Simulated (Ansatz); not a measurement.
Run report: BSiH₅SO, nudged elastic band

System: BSiH₅SO.
Method: RKS PBE/cc-pVDZ (Ansatz 0.2.0).

One setting was made poor on purpose. It belongs to a series of runs on one base structure; here: an input spoilt on purpose.

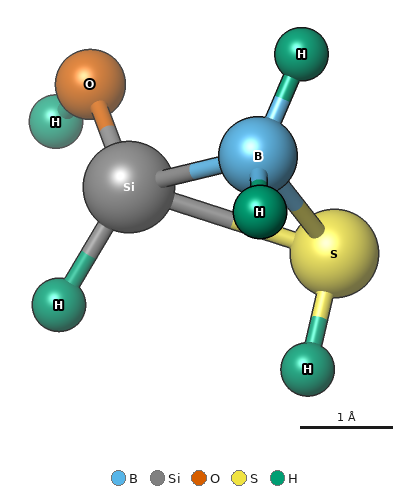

Fig. 1: The starting structure (ball-and-stick view, seen at a tilt).

Outcome:

```csv
quantity,value
outcome,refused by the program
hardware,"1 thread of Intel Xeon (Sapphire Rapids), 10 GiB of memory available, shared host"
```

Diagnosis:

The program refused the input: “invalid value for `neb.final_atoms`: is identical to crystal.atoms — the two endpoints must differ for a path to exist” A deliberately poor setting: bad input.

Input file:
```yaml
crystal:
  periodic: [false, false, false]
  atoms:
    - { symbol: B, position_ang: [-0.575723, 1.222418, -0.242458] }
    - { symbol: Si, position_ang: [0.611867, -0.150138, 0.49354] }
    - { symbol: O, position_ang: [0.238911, -1.016487, 1.900819] }
    - { symbol: S, position_ang: [-0.983263, -0.539268, -1.224521] }
    - { symbol: H, position_ang: [-0.138102, 2.072054, -0.987673] }
    - { symbol: H, position_ang: [-1.550826, 1.434262, 0.450413] }
    - { symbol: H, position_ang: [1.877809, -0.702084, -0.128447] }
    - { symbol: H, position_ang: [0.64702, -1.903395, 1.934787] }
    - { symbol: H, position_ang: [-0.039393, -0.463661, -2.21356] }
basis:
  gaussian: { orbitals: cc-pVDZ }
hamiltonian:
  xc: pbe
neb:
  order_check: false
  images: 7
  f_tol: 0.05
  max_iterations: 8
  final_atoms:
    - { symbol: B, position_ang: [-0.575723, 1.222418, -0.242458] }
    - { symbol: Si, position_ang: [0.611867, -0.150138, 0.49354] }
    - { symbol: O, position_ang: [0.238911, -1.016487, 1.900819] }
    - { symbol: S, position_ang: [-0.983263, -0.539268, -1.224521] }
    - { symbol: H, position_ang: [-0.138102, 2.072054, -0.987673] }
    - { symbol: H, position_ang: [-1.550826, 1.434262, 0.450413] }
    - { symbol: H, position_ang: [1.877809, -0.702084, -0.128447] }
    - { symbol: H, position_ang: [0.64702, -1.903395, 1.934787] }
    - { symbol: H, position_ang: [-0.039393, -0.463661, -2.21356] }
  initial_path: idpp
```

Launch command:
```bash
ansatz run input.yaml --threads 1 --pin off --max-ram 2048MiB --backend cpu --events-out ev --progress --plain --runs-dir out
```

Log:
```
Error: invalid value for `neb.final_atoms`: is identical to crystal.atoms — the two endpoints must differ for a path to exist
```
